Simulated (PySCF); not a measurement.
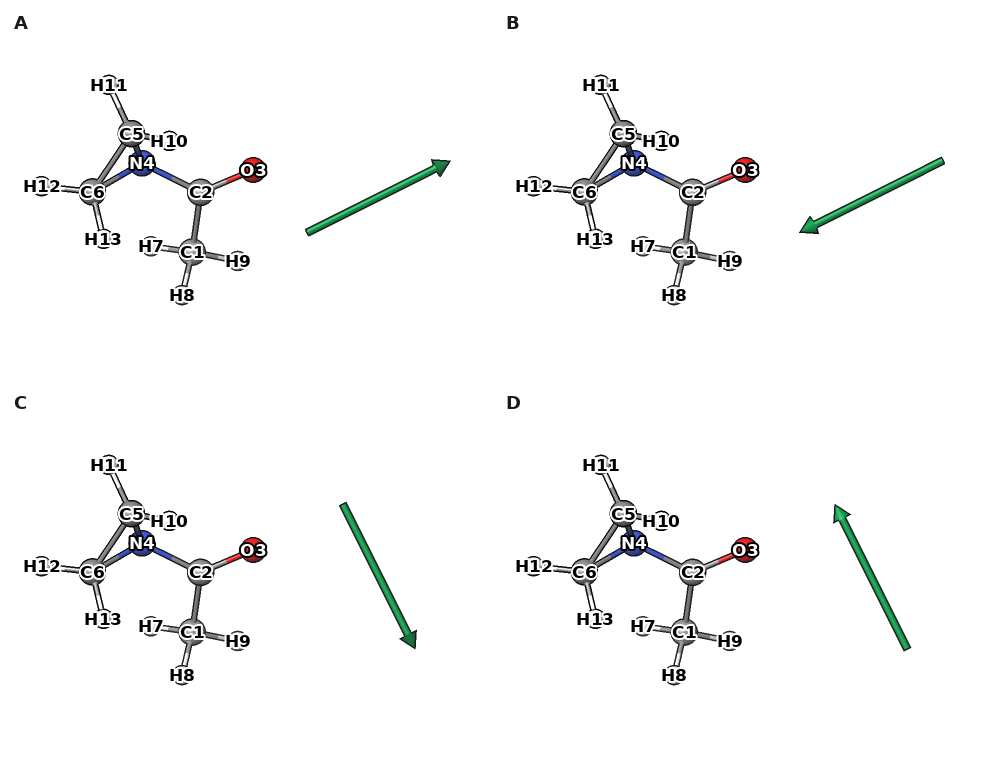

The same molecule four times, each with an arrow. The computed structure is the end point of a PBE0-D3(BJ)/def2-SVP optimisation. No frequency run is at hand to confirm it as a minimum. Level of theory: ωB97X-D/def2-SVPD, gas phase (PySCF 2.14.0).

Question: Which arrow points along the dipole moment, from the negative to the positive end?

Answer: B. The dipole moment is 3.53 D; it points from the side of O3 to the side of H12 (the outermost atoms at the two ends).
